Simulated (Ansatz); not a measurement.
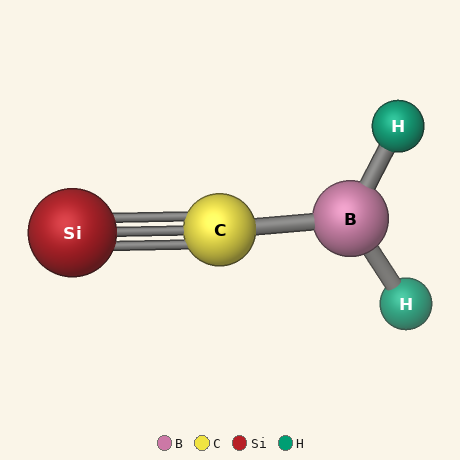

Simulated data, not a measurement (program: Ansatz).

Orthographic view. Depth is shown by fading: the farther an atom, the more it takes the colour of the background. Charge −1, singlet. Geometry: a frame of the PBE0-D4/def2-SVP trajectory.

### Give the standard InChI.

InChI=1S/CH2BSi/c2-1-3/h2H2/q-1
